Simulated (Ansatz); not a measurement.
Br₂H₂O₂Sn

```xyz
7

Br   -1.3694   -0.7931   -2.1743
Br    0.6912    2.4136   -0.9546
O    -0.8786    0.0374    1.3728
O     1.6324   -1.0073   -0.1073
Sn    0.0425    0.1082   -0.3625
H    -1.7010    0.5428    1.3911
H     1.6441   -1.3698    0.7893
```

Geometry: PBE0-D4/def2-SVP; core potentials replace the inner electrons of Sn.

Method: isolated molecule in a Gaussian basis; Kohn-Sham density functional theory, functional PBE0 (Ansatz 0.2.0).

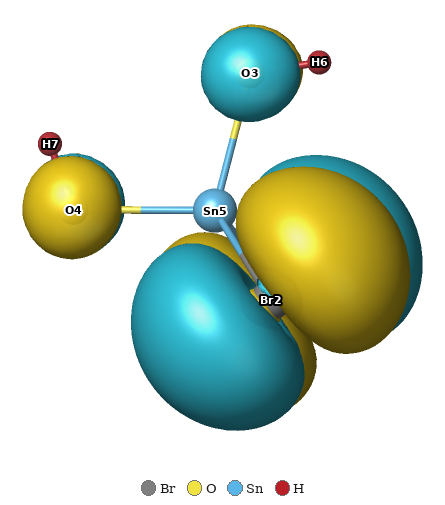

Figure 1. The HOMO−1 at ±0.06 Å⁻³ᐟ² (yellow and cyan are the two phases), seen at a tilt.

Question: Where does this orbital lie, and at what energy?

Answer: By Hirshfeld shares it lies mainly on Br1 (about 45 %) and Br2 (about 45 %); largely a combination of lone pairs on Br1 and Br2. Its energy is −8.98 eV.

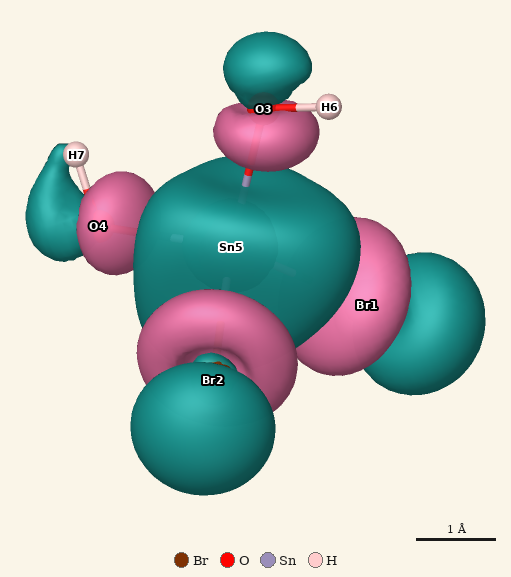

Figure 2. The LUMO at ±0.1 Å⁻³ᐟ² (teal and pink are the two phases), seen at a tilt.

Question: What is the character of this orbital?

Answer: By Hirshfeld shares it lies mainly on Sn5 (about 35 %), Br1 (about 20 %), Br2 (about 20 %), O3 (about 10 %) and O4 (about 10 %). Its energy is −3.00 eV.
